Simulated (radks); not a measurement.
## Atomic calculation, with input and output: Au⁵⁺

System: the Au⁵⁺ ion in the configuration [Xe] 4f14 5d6 (5d3/2: 4, 5d5/2: 2).
Method: Dirac Kohn-Sham, PBE, spin-unpolarised, spherical densities, point nucleus (the in-house radial solver radks).

Results in brief:

```
                       quantity                      value
                        outcome                  converged
                   total energy        −19041.8018 hartree
                 kinetic energy         21886.7130 hartree
        electron–nucleus energy        −47785.0376 hartree
                 Hartree energy          7219.6364 hartree
    exchange–correlation energy        −363.113681 hartree
radius at density 0.001 e/bohr³                  2.95 bohr
                 SCF iterations                         14
                       hardware  1 CPU thread, shared host
```

Input:
```
Z 79
configuration [Xe] 4f14 5d6
relativity Dirac
functional pbe,pbe
spin unpolarised
j_filling energy
nucleus point
c 137.035999084
```

Energies in input and log are in hartree, lengths in bohr.

The run was one of a batch that the task file lists, launched with:
```bash
python <driver script> task.json out
```

The program's output:
```
1s1/2   1   2.0000       -2966.65520451
2s1/2   1   2.0000        -525.13290959
2p1/2   1   2.0000        -503.59294779
2p3/2   1   4.0000        -436.12467672
3s1/2   1   2.0000        -125.89814106
3p1/2   1   2.0000        -116.23314954
3p3/2   1   4.0000        -101.34345863
3d3/2   1   4.0000         -85.33549647
3d5/2   1   6.0000         -82.13591872
4s1/2   1   2.0000         -29.33575881
4p1/2   1   2.0000         -25.21590236
4p3/2   1   4.0000         -21.64459691
4d3/2   1   4.0000         -14.91410462
4d5/2   1   6.0000         -14.24896419
4f5/2   1   6.0000          -5.61638987
4f7/2   1   8.0000          -5.47590115
5s1/2   1   2.0000          -6.49478658
5p1/2   1   2.0000          -5.14051927
5p3/2   1   4.0000          -4.50578398
5d3/2   1   4.0000          -2.61738212
5d5/2   1   2.0000          -2.53874958
Etot -19041.801803288756
Ekin 21886.71302350236
Encl -47785.03758537432
Eh 7219.636439966758
Exc -363.11368138355976
err 1.113668206681317e-08
it 14
```

Orbitals:

```csv
orbital,occupation,energy (eV),⟨r⟩ (bohr),outer maximum (bohr)
1s,2,−80726.8,0.01686,0.0104
2s,2,−14289.6,0.07044,0.0604
2p1/2,2,−13703.5,0.05798,0.0445
2p3/2,4,−11867.6,0.06653,0.0518
3s,2,−3425.9,0.1833,0.170
3p1/2,2,−3162.9,0.1736,0.159
3p3/2,4,−2757.7,0.1893,0.174
3d3/2,4,−2322.1,0.1648,0.135
3d5/2,6,−2235.0,0.1696,0.139
4s,2,−798.267,0.4068,0.383
4p1/2,2,−686.160,0.4093,0.381
4p3/2,4,−588.979,0.4433,0.412
4d3/2,4,−405.833,0.4518,0.405
4d5/2,6,−387.734,0.4629,0.415
5s,2,−176.732,0.9186,0.847
4f5/2,6,−152.830,0.4939,0.373
4f7/2,8,−149.007,0.5007,0.378
5p1/2,2,−139.881,0.9856,0.893
5p3/2,4,−122.609,1.072,0.969
5d3/2,4,−71.223,1.321,1.14
5d5/2,2,−69.083,1.356,1.17
```

Slater integrals of the outer shells (hartree):

```
       integral   value
F0(5d5/2,5d5/2)  0.6646
F2(5d5/2,5d5/2)  0.3528
F4(5d5/2,5d5/2)  0.2371
F0(5d5/2,5d3/2)  0.6730
F2(5d5/2,5d3/2)  0.3569
F4(5d5/2,5d3/2)  0.2397
G0(5d5/2,5d3/2)  0.6711
G2(5d5/2,5d3/2)  0.3564
G4(5d5/2,5d3/2)  0.2395
F0(5d5/2,5p3/2)  0.7344
F2(5d5/2,5p3/2)  0.3770
G1(5d5/2,5p3/2)  0.4626
G3(5d5/2,5p3/2)  0.2889
F0(5d5/2,5p1/2)  0.7546
F2(5d5/2,5p1/2)  0.3709
G1(5d5/2,5p1/2)  0.4264
G3(5d5/2,5p1/2)  0.2672
F0(5d3/2,5d3/2)  0.6817
F2(5d3/2,5d3/2)  0.3616
F4(5d3/2,5d3/2)  0.2430
```

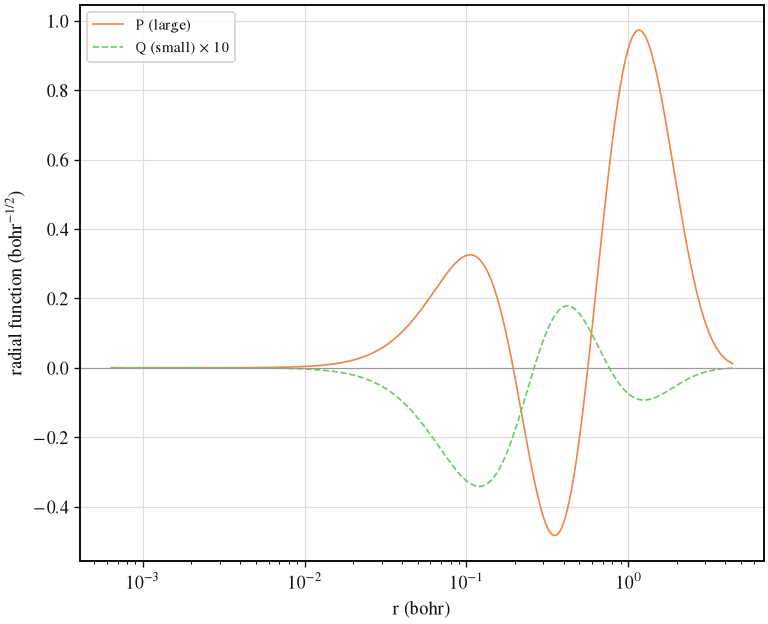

*The large and small radial components of the 5d5/2 spinor.*

The spinor has κ = −3: the large component has l = 2 and 2 radial nodes (r = 0.195 and 0.564 bohr), the small one has l = 3. The small component carries 0.028 % of the norm; ⟨r⟩ = 1.36 bohr and the eigenvalue is −69.1 eV.

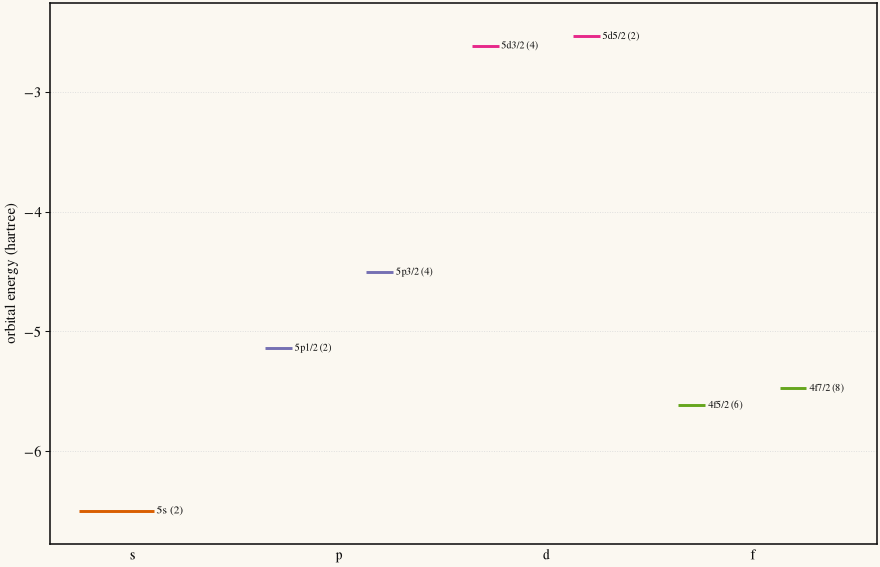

*The outer levels are drawn by angular momentum (occupations in brackets, the lower j at the left of each column).*

The highest occupied level is 5d5/2 at −2.54 hartree. The highest 4 occupied levels, from the top down, are 5d5/2 (−2.54 hartree), 5d3/2 (−2.62 hartree), 5p3/2 (−4.51 hartree), 5p1/2 (−5.14 hartree). Spin-orbit splittings: 5d 0.0786 hartree, 5p 0.635 hartree, 4f 0.140 hartree.

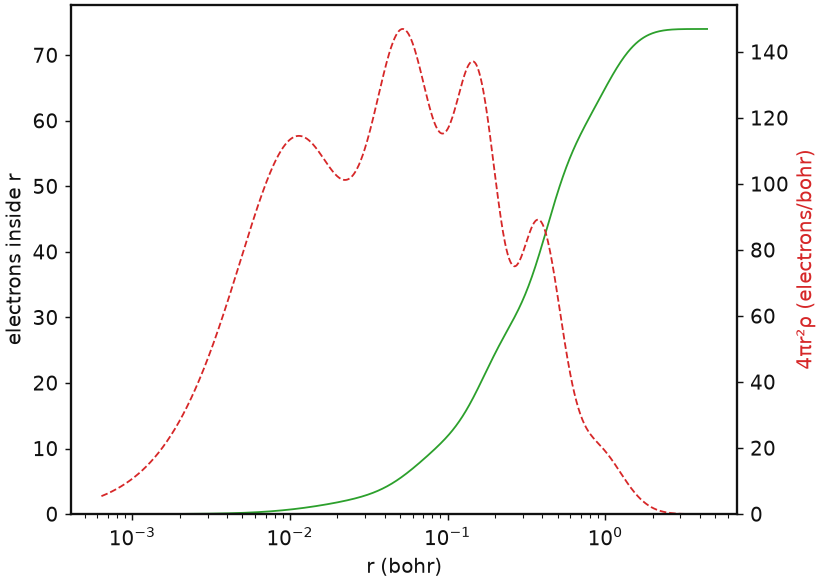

*The number of electrons inside radius r (solid) and the radial density 4πr²ρ (dashed).*

The count levels off at 74 electrons. Half of them lie within 0.352 bohr, 90 % within 1.09 bohr and 99 % within 1.95 bohr. The radial density has minima at 0.0224, 0.0930 and 0.265 bohr, where the count stands at 2.0, 11.1 and 30.0; these part the shells that the density resolves.
